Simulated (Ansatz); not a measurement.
# CrGe2As4 monolayer in a perpendicular field, part 2 of 3

What dipole does a perpendicular field induce in the CrGe2As4 monolayer? A positive field points along +c.

Ansatz 0.2.0; plane-wave DFT, PBE-D3(BJ), Ansatz PAW.

So far. Step 2 (Relaxation): The lattice constant a goes from 3.730 to 3.670 Å.

## Step 3: Atoms held, field 0

A sawtooth potential applies the field, turning back in the middle of the vacuum. With the dipole correction the typed value is the field outside the slab. The induced dipole is small, so the SCF threshold is tight.

The cell differs from the one that the last finished run ended in (c 48.178 → 27.959 Å).

input.yaml reads:

```yaml
crystal:
  lattice:
    - [3.6700855808, 0.0, 0.0]
    - [-1.8350427904, 3.178387347, 0.0]
    - [0.0, 0.0, 27.9587442402]
  atoms:
    - { symbol: As, position: [0.0, 0.0, 0.3219028696], spin: -0.01 }
    - { symbol: Ge, position: [0.3333333333, 0.6666666667, 0.3641099976], spin: 0.01 }
    - { symbol: As, position: [0.3333333333, 0.6666666667, 0.4515311408], spin: -0.11 }
    - { symbol: Cr, position: [0.0, 0.0, 0.5], spin: 2.06 }
    - { symbol: As, position: [0.3333333333, 0.6666666667, 0.5484688592], spin: -0.11 }
    - { symbol: Ge, position: [0.3333333333, 0.6666666667, 0.6358900024], spin: 0.01 }
    - { symbol: As, position: [0.0, 0.0, 0.6780971304], spin: -0.01 }
magnetization:
  spin_polarized: true
kpoints:
  mp_grid: { grid: [12, 12, 1] }
  band_path:
    path: [[0, 0, 0], [0.5, 0, 0], [0.33333333, 0.33333333, 0], [0, 0, 0]]
    npoints: 16
hamiltonian:
  xc: pbe
  dispersion: d3bj
scf:
  occupations: { method: fermi_dirac, width: 0.05 }
  convergence: { dr2_threshold: 1.0e-10 }
efield:
  axis: 3
  dipole_correction: true
  ramp_position: 0.97
  ramp_width: 0.06
  amplitude: 0
output:
  dos: { projected: true, e_range: [-6, 5] }
  bader: true
  write_potential: true
  write_density: true
  volumetric_format: npy
  elf: true
```

The run is started by

```bash
> ansatz run input.yaml --threads 4 --pin off --max-ram 6144MiB --backend cpu --events-out ev --progress --plain --runs-dir out
```

Numbers of over 12 decimals in the logs are rounded to 6 here.

Output:

```text
[...]
Crystal: 7 atoms, lattice volume = 326.137 Å³
Basis set: ecut = 420 eV, 6357 PW (Γ)
Bands: 63, of which v1, the nominal top of the filled ones, is band 51 counted from 1 (50 counted from 0)
Symmetry: 6 space group operations
k-points: 19 of 144 (time reversal used)
[...]
Starting moments: Σ|m| = 2.32 μB on 7 of 7 sites
[...]
SCF iter   1: F=—  HF=-31390.534960 eV  |F-HF|=—  |Δ(HF+E_count)|=         —  Δρ=3.84e-2 (↑3.84e-2 ↓1.24e-2)  dr2=5.72e0  dr2_m=1.20e0  M=0.424 μB ∫|m|=0.911 μB  β_m=0.39  ethr=3.10e-3  p=0.000 e·Å  D=1.52e-13 V/Å  ΔV_dip=-0.00 eV  dr2_dipole=8.92e-8  V_vac-E_F(+/−)=5.18/5.18 eV  ⟨swp⟩=8.0  Hψ=9586  notcnv=0  defer=3
[...]
efield: sawtooth ramp at fractional position 0.9700 (set: `efield.ramp_position`, or a place that a band, a saddle search or an elastic batch's reference lends), width 0.0600; the density the first Hamiltonian is built on has a dipole p = 0.000 e·Å; the dipole correction subtracts the counter field D = 1.52e-13 V/Å, which shifts the + side's vacuum level by -0.00 eV against the − side's; the planar-averaged density in the ramp window peaks in size at 1.8e-6 e/Å³
[...]
SCF iter   2: F=—  HF=-31392.063734 eV  |F-HF|=—  |Δ(HF+E_count)|=    1.53e0  Δρ=1.98e-2 (↑1.98e-2 ↓9.26e-3)  dr2=1.30e0  dr2_m=4.12e-1  M=0.460 μB ∫|m|=0.902 μB  β_m=0.47  ethr=3.10e-3  p=0.000 e·Å  D=1.20e-5 V/Å  ΔV_dip=-0.00 eV  dr2_dipole=8.69e-7  V_vac-E_F(+/−)=4.78/4.78 eV  ⟨swp⟩=2.7  Hψ=5077  notcnv=0  defer=133
density mixer auto → msr1: a metal under ldos (density of states about μ 0.75 of a free-electron gas's, 74 screened modes)
SCF iter   3: F=—  HF=-31394.103027 eV  |F-HF|=—  |Δ(HF+E_count)|=    2.04e0  Δρ=3.27e-3 (↑3.27e-3 ↓3.26e-3)  dr2=1.38e-1  dr2_m=1.04e-2  M=0.559 μB ∫|m|=0.951 μB  β_m=0.54  ethr=1.28e-3  p=0.000 e·Å  D=2.88e-5 V/Å  ΔV_dip=-0.00 eV  dr2_dipole=2.50e-7  V_vac-E_F(+/−)=4.98/4.98 eV  ⟨swp⟩=2.6  Hψ=4074  notcnv=0  defer=133
[...]
SCF iter  16: F=-31394.504790 eV  HF=-31394.504790 eV  |F-HF|=2.58e-10  |Δ(HF+E_count)|=  1.20e-10  Δρ=6.21e-8 (↑6.21e-8 ↓5.30e-8)  dr2=4.37e-11  dr2_m=3.04e-12  M=1.950 μB ∫|m|=2.760 μB  ethr=1.00e-12  p=0.000 e·Å  D=2.09e-8 V/Å  ΔV_dip=-0.00 eV  dr2_dipole=1.68e-14  V_vac-E_F(+/−)=4.78/4.78 eV  ⟨swp⟩=10.7  Hψ=7688  notcnv=0
[...]
SCF 1 converged in 16 iterations: F = -31394.504790 eV  dr2 = 4.37e-11
[...]
NSCF: frozen V_eff on 49 k-points
efield: sawtooth ramp at fractional position 0.9700 (kept from the solve that this one continues, or follows in the run), width 0.0600; the density the first Hamiltonian is built on has a dipole p = 0.000 e·Å; the dipole correction subtracts the counter field D = 2.09e-8 V/Å, which shifts the + side's vacuum level by -0.00 eV against the − side's; the planar-averaged density in the ramp window peaks in size at 1.9e-6 e/Å³
SCF converged after 16 iterations
Magnetization: 1.9502 μB (51.9751 up, 50.0249 down)
Absolute magnetization: 2.7520 μB (∫|ρ↑−ρ↓|, with the PAW one-centre terms)
[...]
Per-site moments (μB) at R_I (Å): [(-0.00646757, 1.000462), (0.0091308, 1.000462), (-0.114148, 1.008226), (2.063159, 1.037519), (-0.114148, 1.008226), (0.0091308, 1.000462), (-0.00646757, 1.000462)]
Free energy (F): -31394.504790 eV
[...]
Internal energy: -31394.494624 eV  (E = F + TS)
E sigma→0 (E₀):  -31394.499707 eV
Entropy (-TS):   -0.010166 eV (-1.452 meV/atom)
Fermi energy:    1.835091 eV
Dipole field:    D = -0.000000 V/Å  (p = -0.000000 e·Å, saw-weighted, corrected)
Work function:   Φ+ = 4.7841 eV   Φ− = 4.7841 eV
Levels:          The Fermi level and band energies are counted from a zero that moves with the ramp; work functions are not
[...]
--- Band table (eV; the first three rows and the last of 38) ---
  k-point 0 ↑: bands = [... 47 lower, 1.4616, 1.4616, 1.4771, 1.4771, 3.5423, 3.8037, 4.1003, 4.1003, ... 8 higher]
  k-point 1 ↑: bands = [... 47 lower, 0.9487, 1.1164, 1.2637, 1.2867, 3.5644, 3.8671, 3.9559, 4.1255, ... 8 higher]
  k-point 2 ↑: bands = [... 47 lower, 0.7993, 0.8228, 0.8692, 1.0750, 2.8309, 3.2597, 3.5377, 4.1369, ... 8 higher]
  k-point 18 ↓: bands = [... 47 lower, -0.5453, 0.0769, 0.7196, 2.5921, 2.8799, 3.3008, 3.3914, 3.5959, ... 8 higher]
--- Bader charges: 7 sites ---
  site symbol  charge [e]  shift [e]    m [muB]
     0     As     -0.2926     0.0003    -0.0111
     1     Ge      0.3912     0.0003     0.0138
     2     As     -0.5370     0.0000    -0.1451
     3     Cr      0.8768     0.0001     2.2348
     4     As     -0.5370     0.0000    -0.1451
     5     Ge      0.3912     0.0003     0.0138
     6     As     -0.2926     0.0003    -0.0111
  estimated error of the sums over rays = 4.8e-4 e
```

Wall time 55 s (4 threads of Intel Xeon Platinum 8488C (Sapphire Rapids), shared host); peak memory 1.5 GiB.

In the SCF lines HF is the Harris–Foulkes energy and dr2 the Hartree energy of the density residual, in eV; the loop may stop once dr2 is under the threshold and the program's other checks hold. Hψ counts applications of the Hamiltonian.

This step gave:

```
energy at zero smearing   : -31394.4997 eV
site moments              : -0.006468, 0.009131, -0.1141, 2.063, -0.1141, 0.009131, -0.006468 μB
work function, upper face : 4.784 eV
dipole along the normal   : -2.08e-7 e·Å
```

Running mean over a fixed 2.8 Å (it still follows the layers) of the planar mean; the ramp of the sawtooth is left out. The electron's electrostatic potential energy less the Fermi level by z:

```csv
z (Å),electron's electrostatic potential energy less the Fermi level (eV)
4,4.78
6,4.73
8,1.17
10,-4.17
12,-1.31
14,-5.09
16,-1.28
18,-4.23
20,1.31
22,4.73
24,4.78
```

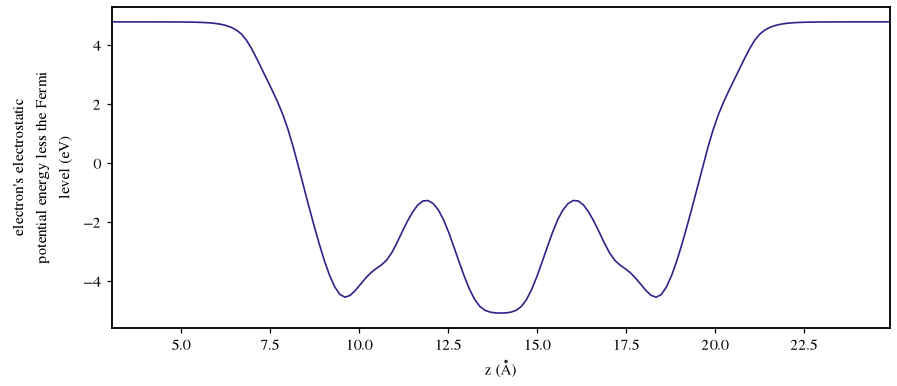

Electron's electrostatic potential energy less the Fermi level against z.

The density of states has structure finer than the step of the table below, so its rows give means over 0.5 eV, whole bins alone (the curve runs from -6 to 1.99 eV). Peaks (eV: height): total -2.58: 8.81, -2.42: 8.83, -1.78: 9.83, -1.62: 8.22, -1.40: 10.4, -1.18: 9.43, 1.69: 9.16; up -5.75: 5.98, -4.70: 4.31, -2.58: 5.92, -2.33: 4.45, -1.84: 5.28, -1.62: 4.65, -1.40: 8.26; down -3.82: 4.03, -3.77: 4.21, -2.42: 5.27, -2.17: 4.28, -1.78: 5.73, -1.18: 7.35, 1.69: 8.02.

Table of density of states by energy, zero at the Fermi level; means over each step; values in states/eV a cell:

```csv
energy (eV),total,up,down
-5.5,0.179,0.179,0
-5.0,1.17,0.745,0.422
-4.5,4.09,2.00,2.09
-4.0,3.45,1.72,1.73
-3.5,2.86,1.41,1.45
-3.0,3.80,2.07,1.73
-2.5,6.89,3.71,3.17
-2.0,6.46,3.70,2.76
-1.5,7.48,4.57,2.92
-1.0,5.02,1.99,3.03
-0.5,1.91,1.26,0.658
0.0,1.56,1.24,0.315
0.5,2.17,0.792,1.38
1.0,3.36,2.08,1.28
1.5,4.28,1.54,2.74
```

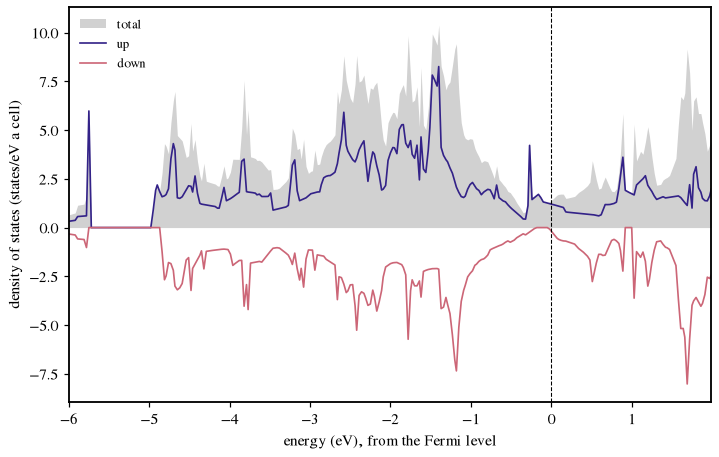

Density of states against energy. Down spins are drawn negative.

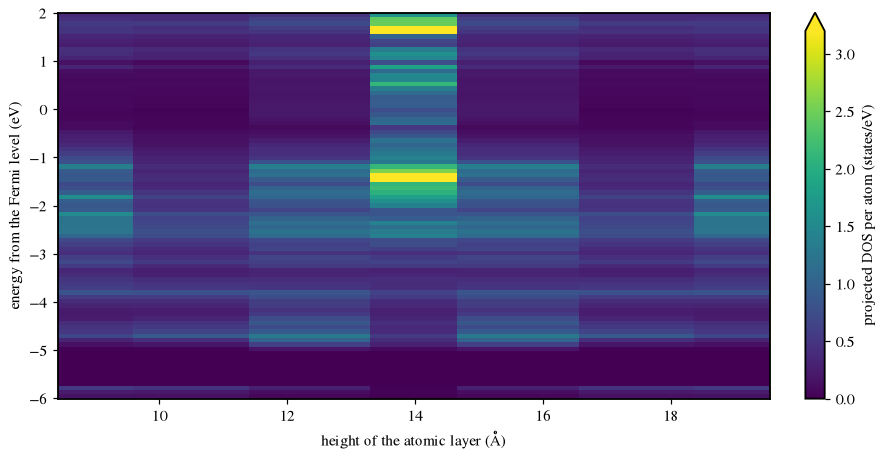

Projected DOS per atom over height of the atomic layer and energy from the Fermi level. Layers: As Ge As Cr As Ge As from below.

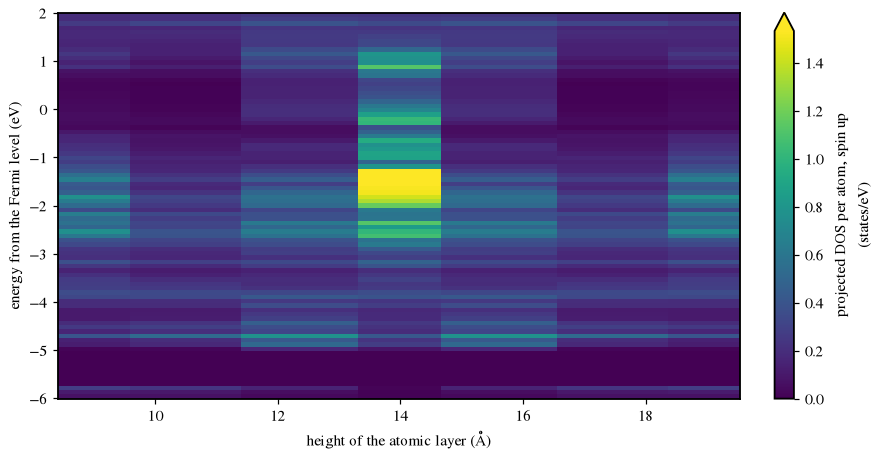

Projected DOS per atom, spin up over height of the atomic layer and energy from the Fermi level. Layers: As Ge As Cr As Ge As from below.

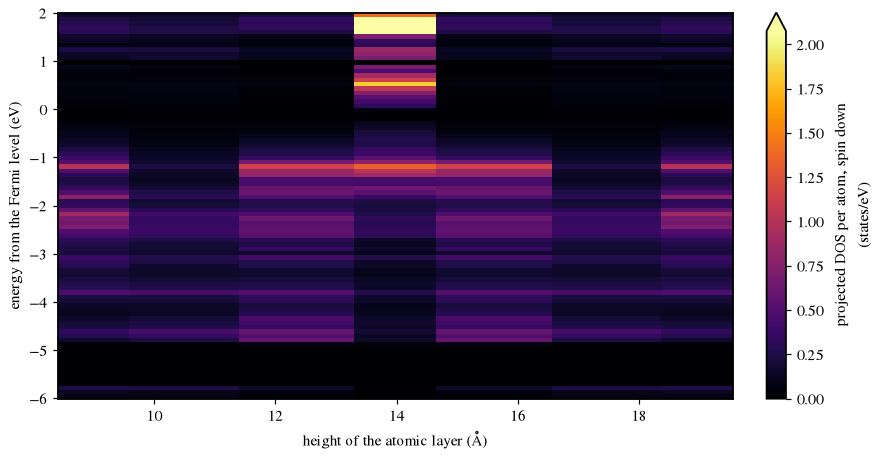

Projected DOS per atom, spin down over height of the atomic layer and energy from the Fermi level. Layers: As Ge As Cr As Ge As from below.

Deep bands are left out, so band numbers here count from the lowest band kept and differ from the log's. Electronic bands along the path, in eV, zero at the Fermi level; # counts the bands kept:

```csv
point,up #12,up #13,up #14,up #15,down #9,down #11,down #12,down #13
Γ,-0.36,-0.36,1.71,1.97,-0.34,-0.19,-0.19,0.79
M,-1.59,-1.51,-0.66,-0.03,-2.18,-1.39,-1.04,-0.04
K,-1.18,-1.11,-1.10,-0.30,-2.64,-1.76,-1.12,0.76
Γ,-0.36,-0.36,1.71,1.97,-0.34,-0.19,-0.19,0.79
```

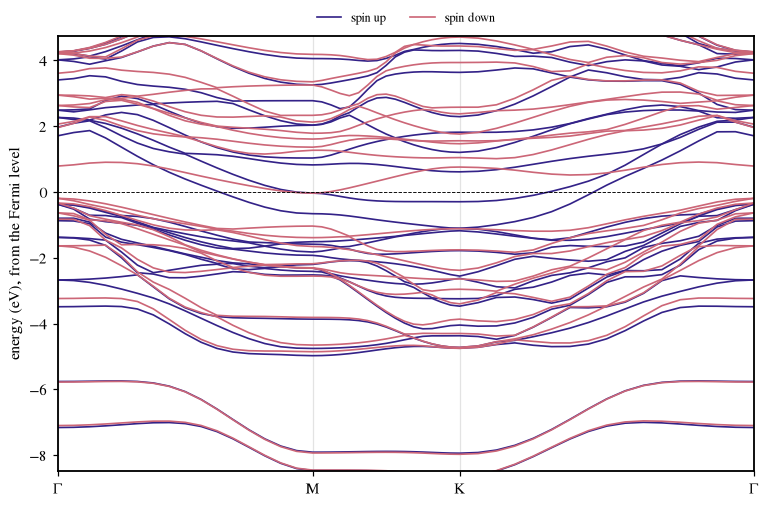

Electronic bands along the path; the two colours are the two spins.

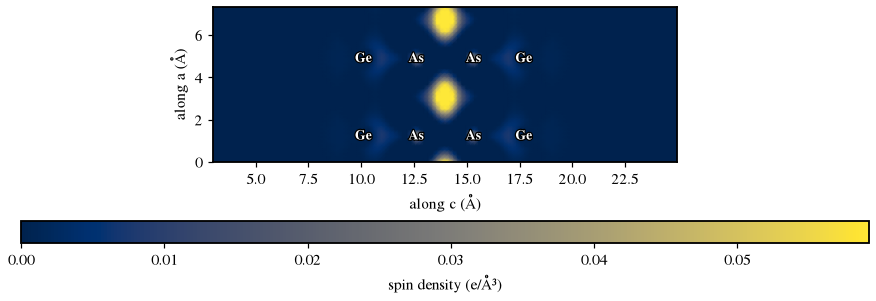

Spin density in the ca plane at fractional y = 0.667, with atoms of Ge and As within 0.2 Å of it. The far vacuum is left out of the map.

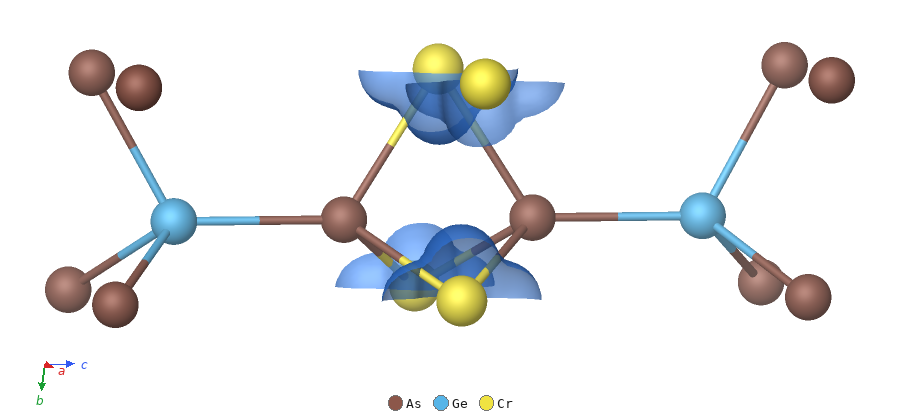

Surface of spin density = 0.099 e/Å³, which holds about 70 % of the integral of its size. Bonds to atoms that aren't drawn are left out.

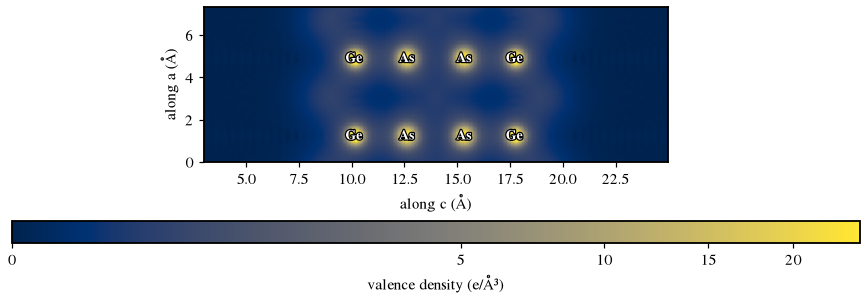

Valence density in the ca plane at fractional y = 0.667, with atoms of Ge and As within 0.2 Å of it. It is the smooth field of the valence electrons, not physical close to the nuclei. The colour scale is stretched toward low values. The far vacuum is left out of the map.

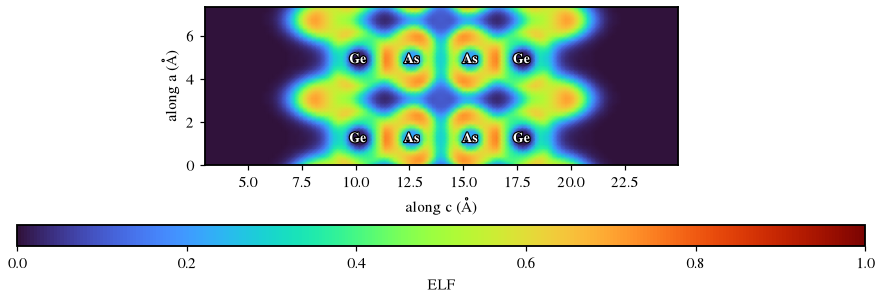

ELF in the ca plane at fractional y = 0.667, with atoms of Ge and As within 0.2 Å of it. It is the smooth field of the valence electrons, not physical close to the nuclei. The far vacuum is left out of the map.

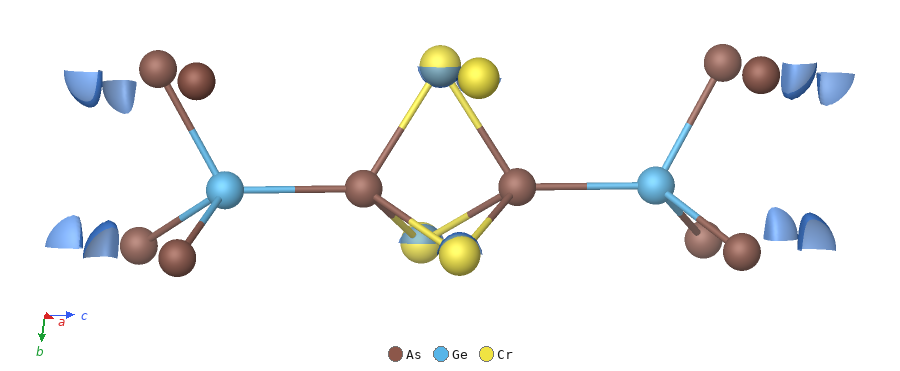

Surface of ELF = 0.85. Bonds to atoms that aren't drawn are left out.

The work function of the upper face is 4.78 eV.

## Step 4: Atoms held, field 0.03 V/Å

input.yaml: that of step 3 with these lines changed.

```diff
@@ -31,6 +31,4 @@
   ramp_width: 0.06
-  amplitude: 0
+  amplitude: 0.03
 output:
-  dos: { projected: true, e_range: [-6, 5] }
-  bader: true
   write_potential: true
@@ -38,2 +36 @@
   volumetric_format: npy
-  elf: true
```

Output:

```text
[...]
Crystal: 7 atoms, lattice volume = 326.137 Å³
Basis set: ecut = 420 eV, 6357 PW (Γ)
Bands: 63, of which v1, the nominal top of the filled ones, is band 51 counted from 1 (50 counted from 0)
Symmetry: 6 space group operations
k-points: 19 of 144 (time reversal used)
[...]
Starting moments: Σ|m| = 2.32 μB on 7 of 7 sites
[...]
k-point 0 ↑: bands = [... 47 lower, 1.4602, 1.4602, 1.4784, 1.4784, 3.5421, 3.8039, 4.1003, 4.1003, ... 8 higher]
  k-point 1 ↑: bands = [... 47 lower, 0.9486, 1.1164, 1.2627, 1.2876, 3.5643, 3.8671, 3.9559, 4.1253, ... 8 higher]
  k-point 2 ↑: bands = [... 47 lower, 0.7992, 0.8223, 0.8696, 1.0750, 2.8309, 3.2597, 3.5376, 4.1368, ... 8 higher]
  k-point 18 ↓: bands = [... 47 lower, -0.5454, 0.0768, 0.7196, 2.5921, 2.8798, 3.3008, 3.3913, 3.5959, ... 8 higher]
[key lines of the parts left out:]
SCF converged after 17 iterations
Magnetization: 1.9502 μB (51.9751 up, 50.0249 down)
Free energy (F): -31394.505143 eV
Fermi energy:    1.835049 eV
Dipole field:    D = 0.013077 V/Å  (p = 0.023570 e·Å, saw-weighted, corrected)
```

Elapsed: 39 s, on 4 threads; peak memory 1.5 GiB; 2.5 min of CPU time.

The dipole is 0.0236 e·Å.

## Step 5: Single point, field -0.03 V/Å

input.yaml: that of step 4 with these lines changed.

```diff
@@ -31,3 +31,3 @@
   ramp_width: 0.06
-  amplitude: 0.03
+  amplitude: -0.03
 output:
```

Output:

```text
[...]
Crystal: 7 atoms, lattice volume = 326.137 Å³
Basis set: ecut = 420 eV, 6357 PW (Γ)
Bands: 63, of which v1, the nominal top of the filled ones, is band 51 counted from 1 (50 counted from 0)
Symmetry: 6 space group operations
k-points: 19 of 144 (time reversal used)
[...]
Starting moments: Σ|m| = 2.32 μB on 7 of 7 sites
[...]
k-point 0 ↑: bands = [... 47 lower, 1.4602, 1.4602, 1.4784, 1.4784, 3.5421, 3.8039, 4.1003, 4.1003, ... 8 higher]
  k-point 1 ↑: bands = [... 47 lower, 0.9486, 1.1164, 1.2627, 1.2876, 3.5643, 3.8671, 3.9559, 4.1253, ... 8 higher]
  k-point 2 ↑: bands = [... 47 lower, 0.7992, 0.8223, 0.8696, 1.0750, 2.8309, 3.2597, 3.5376, 4.1368, ... 8 higher]
  k-point 18 ↓: bands = [... 47 lower, -0.5454, 0.0768, 0.7196, 2.5921, 2.8798, 3.3008, 3.3913, 3.5959, ... 8 higher]
[key lines of the parts left out:]
SCF converged after 17 iterations
Magnetization: 1.9502 μB (51.9751 up, 50.0249 down)
Free energy (F): -31394.505143 eV
Fermi energy:    1.835049 eV
Dipole field:    D = -0.013077 V/Å  (p = -0.023570 e·Å, saw-weighted, corrected)
```

The job ended after 39 s (4 threads; peak memory 1.5 GiB).

The dipole is -0.0236 e·Å.

(Part 2 of 3 ends here.)

[Logs are printed without paths, hosts, clocks, repeated set-up lines and the standing remarks that a program may print on its own settings, such as how far it seeks lower states.]

[Hosts, paths, dates, database ids (printed as entryN), source tags and the programs' standing remarks are cut or masked in the printed files.]

[Maps of the electrostatic potential energy from Ansatz leave out the sawtooth potential of an applied field or a dipole correction, so their vacuum need not be flat; planar profiles and work functions include it.]
